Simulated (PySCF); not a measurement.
## Electronic structure of C4H7BCl2Si (SMILES [CH2+][CH][SiH2]/C=C\B(Cl)Cl) (charge +1, doublet) in real space

```
atom    x (Å)    y (Å)    z (Å)
   C   2.0612  -1.4016  -0.5225
   C   1.7165  -0.1991  -0.1213
  Si   0.4384   0.8964  -1.0683
   C  -0.6060   1.3478   0.4948
   C  -1.6231   0.7106   1.0460
   B  -2.1756  -0.7305   0.7116
  Cl  -1.2366  -1.7207  -0.3222
  Cl  -3.6504  -1.2620   1.3582
   H   1.5399  -1.9556  -1.2867
   H   2.9273  -1.9036  -0.1065
   H   2.2116   0.3048   0.6977
   H  -0.3022   0.2775  -2.1569
   H   1.1511   2.1162  -1.4591
   H  -0.2769   2.3027   0.8873
   H  -2.1797   1.2252   1.8259
```

Geometry: GFN2-xTB.

Level of theory: UKS B3LYP, pcH-1 on B C Cl H Si, non-relativistic, mean-field spin-orbit, GIAO (PySCF).

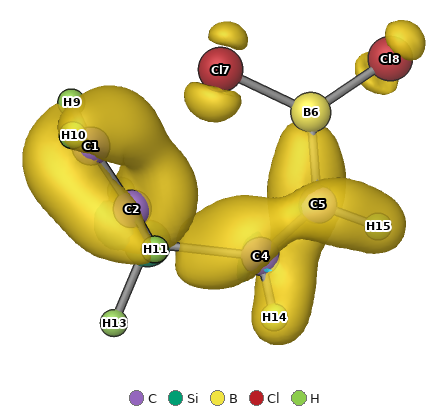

Figure 1. Isosurfaces of the spin density at +0.015 (yellow) and −0.015 e/Å³ (cyan), seen at a tilt.

Question: Where is the unpaired spin?

Answer: The unpaired spin (1 electron) lies mostly on C2 (about 0.2), C1 (about 0.2), C4 (about 0.2) and C5 (about 0.2), in electrons by Hirshfeld's partition.

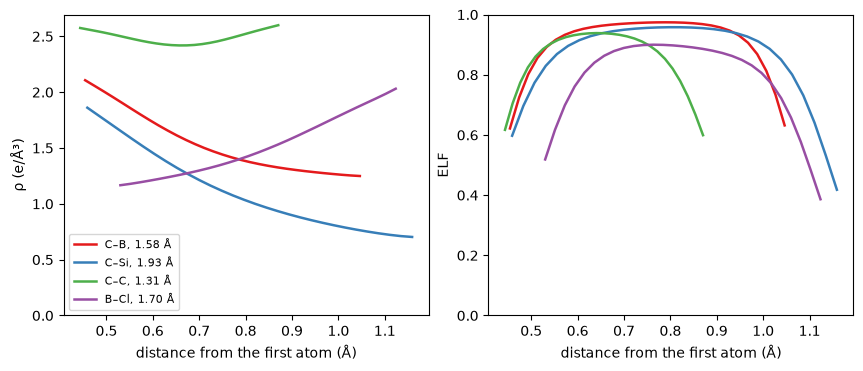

Figure 2. Electron density and electron localisation function along straight lines between neighbouring atoms. The curves leave out the atomic cores.

Question: What kind of bonding do the profiles show?

Answer: C–B (1.58 Å): ρ is about 1.4 e/Å³ halfway; the ELF peaks at about 1 between the atoms: a shared electron pair.
C–Si (1.93 Å): ρ at the midpoint is about 0.83 e/Å³; the ELF peaks at about 0.95 between the atoms (a covalent bond).
C–C (1.31 Å): the density is about 2.4 e/Å³ at the midpoint; the ELF peaks at about 0.95 between the atoms; a multiple bond.
B–Cl (1.70 Å): the density is about 1.5 e/Å³ at the midpoint; the ELF peaks at about 0.90 between the atoms, as expected for a short, strongly polar bond.
